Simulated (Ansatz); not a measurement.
```xyz
21

Si   -0.0393   -0.2018    0.1065
C     0.0789   -0.0531    1.9564
C     1.2165   -0.2776    2.6458
H    -0.8295    0.2392    2.5169
H     2.1451   -0.5710    2.1274
H     1.2677   -0.1845    3.7450
O     1.4882   -0.6088   -0.4179
C     1.7879   -1.0003   -1.7470
H     1.1152   -1.8137   -2.0972
H     2.8340   -1.3683   -1.7802
H     1.6972   -0.1482   -2.4582
O    -0.6242    1.2157   -0.5746
C    -0.0963    2.5020   -0.3157
H    -0.0127    2.7153    0.7752
H    -0.7701    3.2615   -0.7640
H     0.9157    2.6334   -0.7623
O    -1.0794   -1.3821   -0.4428
C    -2.4807   -1.2554   -0.5933
H    -3.0119   -1.4144    0.3733
H    -2.8347   -2.0311   -1.3041
H    -2.7678   -0.2566   -0.9890
```

Geometry: PBE-D4/def2-SVP.

Method: RKS PBE0-D4/def2-TZVP in Ansatz.

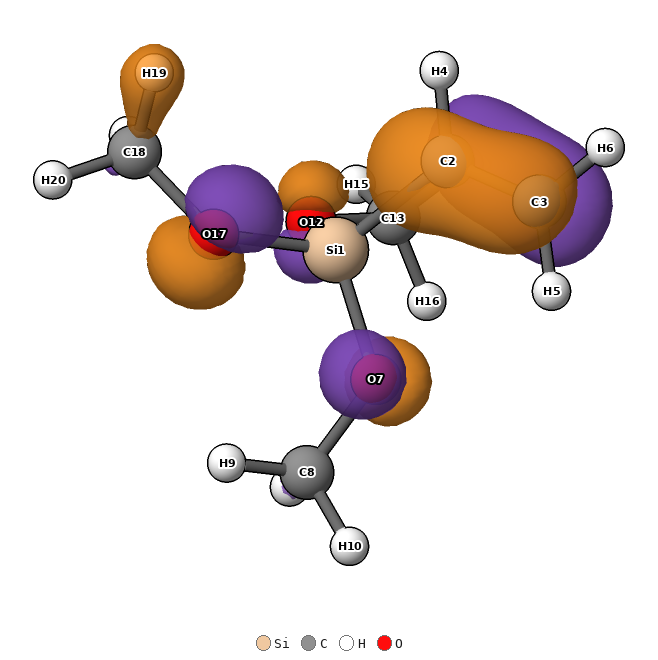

C5H12O3Si (Si(vinyl)(OMe)3). One frontier orbital at ±0.15 Å⁻³ᐟ² (orange and purple are the two phases), seen across its widest extent.

Question: Which orbital is it: HOMO or LUMO?

Answer: The HOMO, at −7.77 eV. It lies mainly on C3 (about 25 %), C2 (about 25 %), O17 (about 15 %) and O7 (about 10 %).
